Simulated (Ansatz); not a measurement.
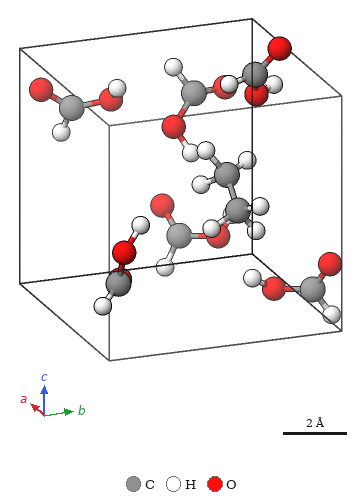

Starting frame of a dynamics run of a periodic cell with 1 C2H6 + 6 HCOOH at 0.984 g/cm³. It starts from the last geometry of an earlier run, with fresh velocities. A ball-and-stick model of the simulation cell, seen from a free direction.

The calculation used Ansatz, DFT LDA, scalar-relativistic, plane waves, PAW.

Input
```yaml
crystal:
  lattice:
    - [8.025957, 0.0, 0.0]
    - [0.0, 8.025957, 0.0]
    - [0.0, 0.0, 8.025957]
  atoms:
    - { symbol: C, position: [0.64698147, 0.75246254, 0.47748233] }
    - { symbol: C, position: [0.66976344, 0.80907365, 0.31159719] }
    - { symbol: H, position: [0.76714924, 0.70868837, 0.54725817] }
    - { symbol: H, position: [0.5640726, 0.80796948, 0.55978034] }
    - { symbol: H, position: [0.58587185, 0.61719988, 0.47324919] }
    - { symbol: H, position: [0.72964014, 0.92673396, 0.29427376] }
    - { symbol: H, position: [0.72991709, 0.71847289, 0.2261283] }
    - { symbol: H, position: [0.55832029, 0.84398, 0.25730801] }
    - { symbol: O, position: [0.09203339, 0.50155108, 0.43044575] }
    - { symbol: C, position: [0.11363262, 0.34252749, 0.44583142] }
    - { symbol: O, position: [0.11586937, 0.27053562, 0.58219177] }
    - { symbol: H, position: [0.04021134, 0.54082702, 0.53469022] }
    - { symbol: H, position: [0.0924955, 0.27317956, 0.32709514] }
    - { symbol: O, position: [0.51865032, 0.4745094, 0.75937046] }
    - { symbol: C, position: [0.46768369, 0.54163688, 0.91040546] }
    - { symbol: O, position: [0.36218579, 0.63480923, 0.95867793] }
    - { symbol: H, position: [0.4569699, 0.52578831, 0.66198195] }
    - { symbol: H, position: [0.56440413, 0.4908878, 0.99615433] }
    - { symbol: O, position: [1.04681154, 0.46492181, 0.05142413] }
    - { symbol: C, position: [0.92008966, 0.39139207, -0.02952152] }
    - { symbol: O, position: [0.7875434, 0.34722138, 0.03739855] }
    - { symbol: H, position: [1.03212727, 0.52993881, 0.16490588] }
    - { symbol: H, position: [0.98689866, 0.35014408, -0.14180317] }
    - { symbol: O, position: [0.11386589, 0.74957275, 0.16900559] }
    - { symbol: C, position: [0.09938491, 0.91040506, 0.15035463] }
    - { symbol: O, position: [0.18455493, 1.01821261, 0.21622035] }
    - { symbol: H, position: [0.23078447, 0.70193062, 0.18147557] }
    - { symbol: H, position: [-0.00325907, 0.95252455, 0.07136811] }
    - { symbol: O, position: [0.44776547, 0.17773626, 0.93642801] }
    - { symbol: C, position: [0.4772149, 0.02026428, 0.91068052] }
    - { symbol: O, position: [0.58878661, -0.06864413, 0.96234884] }
    - { symbol: H, position: [0.55286105, 0.24428236, 0.94114724] }
    - { symbol: H, position: [0.38897161, -0.05925048, 0.84551678] }
    - { symbol: O, position: [0.79928983, 0.93834062, 0.74718514] }
    - { symbol: C, position: [0.94529134, 0.9884266, 0.77612648] }
    - { symbol: O, position: [0.96763855, 1.10259655, 0.86516363] }
    - { symbol: H, position: [0.70735399, 0.97736313, 0.81376756] }
    - { symbol: H, position: [1.02264804, 0.9067503, 0.72042079] }
basis:
  ecutwfc: 420.0
kpoints:
  mp_grid: { grid: [1, 1, 1] }
hamiltonian:
  xc: lda
scf:
  occupations: { method: fermi_dirac, width: 0.05 }
  lower_state_search: "off"
md:
  timestep: 0.5
  n_steps: 400
  ensemble: nve
  temperature: 1000.0
  initial_velocities: maxwell_boltzmann
  seed: 217524
```

Launched with:
```bash
ansatz run input.yaml --threads 1 --pin off --max-ram 3072MiB --backend cpu --events-out ev --progress --plain --runs-dir out
```

**Predict how the run goes.**

Over the second half the temperature averages 1060 K (spread ±66 K). The potential energy in the second half lies on average 7.5 meV per atom below the first frame. Root-mean-square distances from the starting positions over the second half, with the common drift of all atoms taken out: H 2.07 Å, O 1.39 Å, C 1.20 Å. The molecules turn and drift from their places. Bond changes: one H–O bond forms at about 164 fs; one H–O bond breaks at about 192 fs.

Along the run (each row but the first and the last is the mean over the interval that it begins):

```
time (fs)  potential energy (meV/atom)  T (K)
      0.0                          0.0   1000
     33.0                        -10.3   1083
     66.0                        -12.5   1099
     99.0                         -9.1   1073
    132.0                         -8.6   1069
    165.0                         -4.4   1035
    198.0                        -10.4   1083
```

The paths of the atoms:

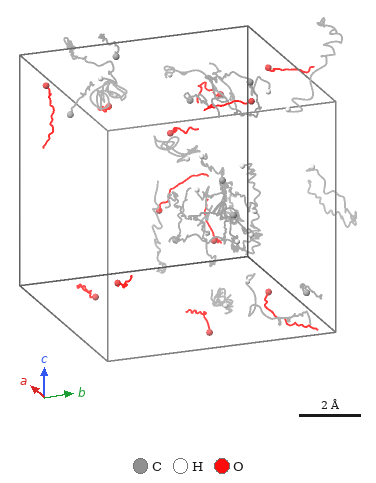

Limits of the set-up: the periodic images lie only 8.0 Å apart, so the values are limited by the cell's size.

The run took 14 min on 1 thread of Arm Neoverse V1 (shared host), peak memory 0.45 GiB.
